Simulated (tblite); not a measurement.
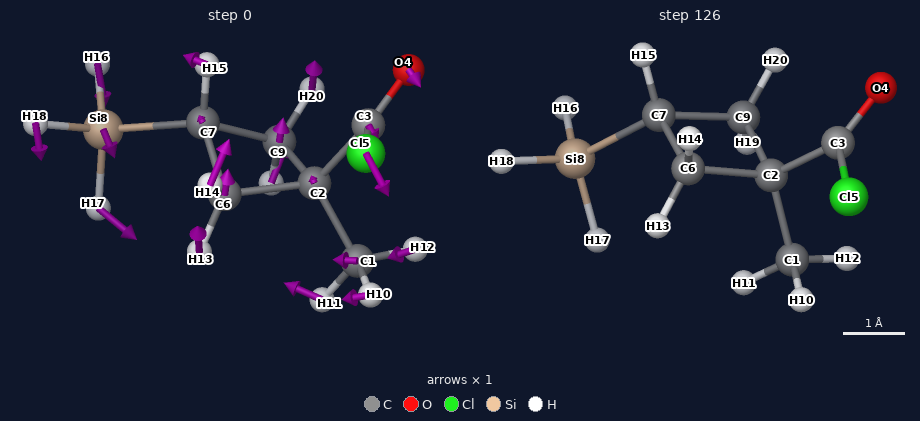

The structure of C6H11ClOSi before (left) and after (right) a relaxation, at one scale. The purple arrows give the displacements, at their true length.

Style: ball-and-stick. Shown at a tilt.

Level of theory: tblite 0.8.0, GFN2-xTB geometry optimisation, gas phase. 

Q: Describe what moved and what it gained.

A: The energy falls by 10.5 kcal/mol in 126 geometry steps. The largest moves after the best rigid fit, 0.85 Å, are those of Cl5, H14 and H17. Largest moves by element: H 0.85 Å, Cl 0.85 Å, Si 0.54 Å, C 0.49 Å, O 0.39 Å. Among the contacts that change: C2–C3 1.593 → 1.493 Å, C2–C9 1.583 → 1.541 Å, C3–O4 1.216 → 1.184 Å, C3–Cl5 1.756 → 1.780 Å. Among the angles between lasting bonds that change: O4–C3–Cl5 123.7° → 119.1°, C6–C2–C9 85.6° → 89.9°, C2–C3–O4 125.0° → 129.0°.
